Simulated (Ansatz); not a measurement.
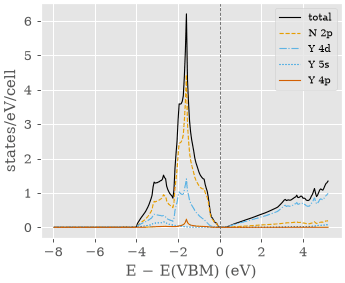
Fig. 1. Total and projected density of states of YN (rock salt, space group No. 225), PBE in the plane-wave PAW code Ansatz

Task: Which orbitals carry the states next to the gap?

Result: Top 1 eV of the valence band: N 2p 80 %, Y 4d 16 %. Bottom 1 eV of the conduction band: Y 4d 82 %, N 2p 17 %. Projections are on Löwdin-orthogonalised atomic valence shells; empty p or d shells of many metals are not among them.

Task: Where is the tallest occupied peak in this window, and what makes it?

Result: Near -1.6 eV, about 6.2 states/eV per cell; the largest projected share is N 2p.

Space group Fm-3m (rock salt). Symmetry was held in the PBE relaxation. No spin polarisation was allowed. Spin–orbit coupling is left out wherever it is not named.

Potentials: the later of the program's two PAW sets.
